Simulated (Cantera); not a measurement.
Input: 1 mol BF₃, 3.5 mol H₂O, 11 mol N₂, equilibrated at 1.00 bar.

Method: chemical equilibrium by Gibbs-energy minimisation in Cantera with the NASA 1993 tables (ideal gas, pure condensed phases). Candidate condensed phases: B, BN, B₂O₃, B₃O₃H₃, H₂O; 62 gas species. Gases not in the tables: H₃BO₃. Equilibrium is a limit: real reactors are often held back by kinetics, nucleation or transport.

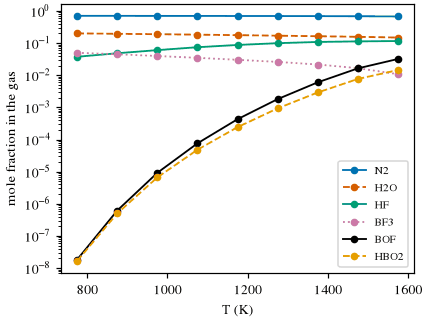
*Equilibrium gas composition (values under 1e-9 drawn at 1e-9)*

From 775 K to 875 K nothing is condensed. From 975 K to 1475 K the condensed part is B₂O₃(l). At 1575 K nothing is condensed.
